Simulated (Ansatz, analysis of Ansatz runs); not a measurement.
# Migration in Al5AgS8 (F-43m): V_S hop (3.6 Å), charge +2, part 2 of 5

How high is the barrier when S changes place in Al5AgS8 (F-43m)? The case: V_S hop (3.6 Å), charge +2, in a cell of 56 host atoms with 1 S taken out.

Ansatz 0.2.0; plane-wave PAW DFT, PBEsol; nudged elastic band between two relaxed defect structures at fixed charge in a uniform background.

So far: Set-up; Relaxation of the start point, charge +2.

## (3) Relaxation of the end point, charge +2

Level of this step: plane-wave PAW DFT, PBEsol; relaxation of all atoms of a defect supercell at fixed charge in a uniform background (Ansatz).

The end point is relaxed in the same cell and settings, so that the two energies compare. Atoms more than 3.2 Å from the middle of the hop start where the first relaxation left them, the nearer ones on or close to their ideal places, with small random displacements.

qp2.end/input.yaml reads:

```yaml
crystal:
  lattice:
    - [10.0726001, 0.0, 0.0]
    - [0.0, 0.0, -10.0726001]
    - [0.0, 10.0726001, 0.0]
  atoms:
    - { symbol: Al, position: [0.11625805, 0.38332269, 0.61763414] }
    - { symbol: Al, position: [0.11975193, 0.88095405, 0.11921997] }
[... 4 atom lines left out ...]
    - { symbol: Al, position: [0.88144264, 0.38144264, 0.38144264] }
[... 1 atom line left out ...]
    - { symbol: Al, position: [0.38144264, 0.11855736, 0.61855736] }
[... 5 atom lines left out ...]
    - { symbol: Al, position: [0.61855736, 0.11855736, 0.38144264] }
[... 4 atom lines left out ...]
    - { symbol: Al, position: [0.5, 0.5, 0.5] }
[... 2 atom lines left out ...]
    - { symbol: Ag, position: [0.75, 0.25, 0.75] }
[... 1 atom line left out ...]
    - { symbol: S, position: [0.38614673, 0.11385327, 0.38614673] }
[... 9 atom lines left out ...]
    - { symbol: S, position: [0.62113122, 0.89758093, 0.39730853] }
[... 2 atom lines left out ...]
    - { symbol: S, position: [0.88340016, 0.38313336, 0.60767003] }
[... 3 atom lines left out ...]
    - { symbol: S, position: [0.86634011, 0.13365989, 0.36634011] }
[... 3 atom lines left out ...]
    - { symbol: S, position: [0.63296963, 0.13270742, 0.12114503] }
[... 3 atom lines left out ...]
    - { symbol: S, position: [0.612982, 0.112982, 0.612982] }
[... 1 atom line left out ...]
    - { symbol: S, position: [0.36576777, 0.36393712, 0.63500798] }
[... 2 atom lines left out ...]
    - { symbol: S, position: [0.86422103, 0.86547899, 0.63501282] }
total_charge: 2
basis:
  ecutwfc: 420
  xc_grid: 2
hamiltonian:
  xc: pbesol
kpoints:
  mp_grid: { grid: [1, 1, 1], shift: [0.25, 0.25, 0.25] }
scf:
  occupations: { method: fixed }
  max_iter: 120
output:
  forces: true
relax:
  f_tol: 0.02
  max_steps: 70
  random_displacement: { amplitude: 0.01, seed: 7045 }
```

The run is started by

```console
$ ansatz run input.yaml --threads 4 --pin off --max-ram 7536MiB --backend cpu --events-out ev --progress --plain --runs-dir out
```

Numbers of over 12 decimals in the logs are rounded to 6 here.

The program printed:

```text
[...]
Crystal: 55 atoms, lattice volume = 1021.939 Å³
Basis set: ecut = 420 eV, 20005 PW (Γ), exchange–correlation on 144×144×144 points (8 copies of the dense FFT grid, shifted against one another)
Bands: 215, of which v1, the nominal top of the filled ones, is band 160 counted from 1 (159 counted from 0)
Symmetry: 1 space group operations
k-points: 1
[...]
SCF iter   1: F=—  HF=-68078.049020 eV  |F-HF|=—  |Δ(HF+E_count)|=         —  Δρ=1.50e-2  dr2=5.80e0  ethr=1.77e-3  ⟨swp⟩=5.0  Hψ=675  notcnv=0  defer=53
[...]
SCF iter   9: F=-68076.721959 eV  HF=-68076.721960 eV  |F-HF|=4.76e-7  |Δ(HF+E_count)|=   2.89e-6  Δρ=1.04e-5  dr2=1.47e-6  ethr=3.12e-9  ⟨swp⟩=4.0  Hψ=627  notcnv=0
SCF 1 converged in 9 iterations: F = -68076.721959 eV  dr2 = 1.47e-6
[...]
F+E_penalty+E_count = -68079.75395461 eV   max|allowed force component| = 1.169e-2 eV/Å
  atoms:
    - { symbol: Al, position: [0.119883, 0.377797, 0.623031] }
    - { symbol: Al, position: [0.120853, 0.878493, 0.116548] }
[...]
- { symbol: Al, position: [0.914936, 0.376672, 0.377009] }
    [... 1 atom left out ...]
    - { symbol: Al, position: [0.382509, 0.120275, 0.617460] }
[...]
- { symbol: Al, position: [0.623677, 0.086098, 0.376649] }
[...]
- { symbol: Al, position: [0.406361, 0.593210, 0.593692] }
[...]
- { symbol: Ag, position: [0.756446, 0.241067, 0.741212] }
    [... 1 atom left out ...]
    - { symbol: S, position: [0.394227, 0.114547, 0.384850] }
    [... 12 atoms left out ...]
    - { symbol: S, position: [0.886449, 0.384578, 0.606699] }
    [... 3 atoms left out ...]
    - { symbol: S, position: [0.863411, 0.136723, 0.364831] }
    [... 7 atoms left out ...]
    - { symbol: S, position: [0.614555, 0.112658, 0.606108] }
    [... 1 atom left out ...]
    - { symbol: S, position: [0.360006, 0.373403, 0.641372] }
    [... 3 atoms left out ...]
[key lines of the parts left out:]
SCF converged after 3 iterations
Free energy (F): -68079.753955 eV
Fermi energy:    6.704281 eV
```

The job ended after 3.1 min (4 threads of Arm Neoverse N1, shared host; peak memory 1.4 GiB).

Relaxation path:

```csv
step,energy less that of the first step (eV),largest force component (eV/Å)
1,0.0000,1.7679
2,-1.5208,1.2335
3,-2.0777,0.6967
4,-2.3618,0.5401
5,-2.5343,0.3833
6,-2.6689,0.3454
7,-2.8023,0.3536
8,-2.9345,0.3001
9,-3.0131,0.1077
10,-2.9144,0.3683
11,-3.0267,0.1341
12,-3.0295,0.0840
13,-3.0320,0.0117
14,-3.0320,0.0117
```

Relaxation step 10 was tried and not accepted.

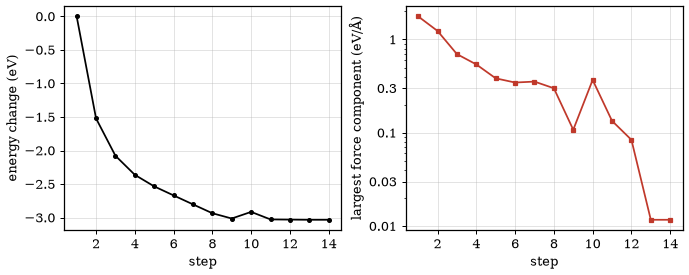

Energy and largest force along the relaxation.

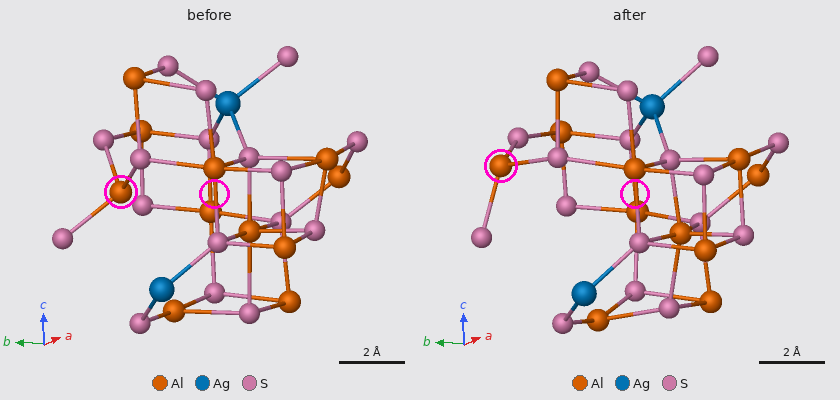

Before and after: the atoms that start within 5 Å of the centre. Al20, which moves most, is ringed if it is among them. A ring with no atom in it marks the middle of the ideal hop.

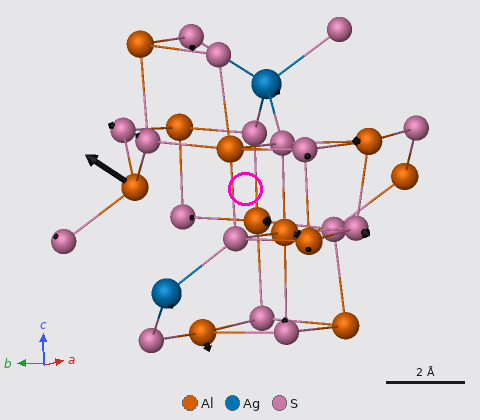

Displacements in the relaxation from the typed sites near the centre, scaled; the longest in the cell stands for 1.63 Å. A ring marks the middle of the ideal hop wherever no atom is near it.

The atoms that moved most (Å, from the sites as typed, ahead of the random displacement):

| atom | dx | dy | dz | length |
| --- | --- | --- | --- | --- |
| Al20 | -0.944 | 0.944 | -0.939 | 1.632 |
| S35 | -0.073 | -0.112 | 0.329 | 0.355 |
| Al7 | 0.337 | -0.045 | 0.048 | 0.343 |
| Al15 | 0.051 | -0.048 | 0.327 | 0.334 |
| Al3 | 0.053 | -0.293 | 0.074 | 0.307 |
| Al4 | -0.010 | -0.002 | -0.286 | 0.287 |
| S47 | -0.064 | 0.084 | -0.189 | 0.217 |
| Ag24 | 0.116 | -0.123 | 0.132 | 0.214 |

Neighbours of S50 at the end:

```csv
atom,distance (Å)
Al15,2.328
Al9,2.341
Al4,2.353
Ag23,2.360
S25,3.145
S37,3.220
S35,3.337
S42,3.500
```

Read from the output:

```yaml
free_energy: -68079.7540 eV
r_m_s_move_of_the_farther_half_of_the_atoms: 0.06986 Å
largest_move_from_the_ideal_geometry_of_this_structure_a_common_shift_of_the_far_atoms_taken_out: 1.658 Å
```

The relaxation gained 3.032 eV and ended with a largest force component of 0.012 eV/Å. The end lies 0.550 eV above the start.

(Continued in part 3 of 5.)

[Logs are printed without paths, hosts, clocks, repeated set-up lines and the standing remarks that a program may print on its own settings, such as how far it seeks lower states.]

[Hosts, paths, dates, database ids (printed as entryN), source tags and the programs' standing remarks are cut or masked in the printed files.]
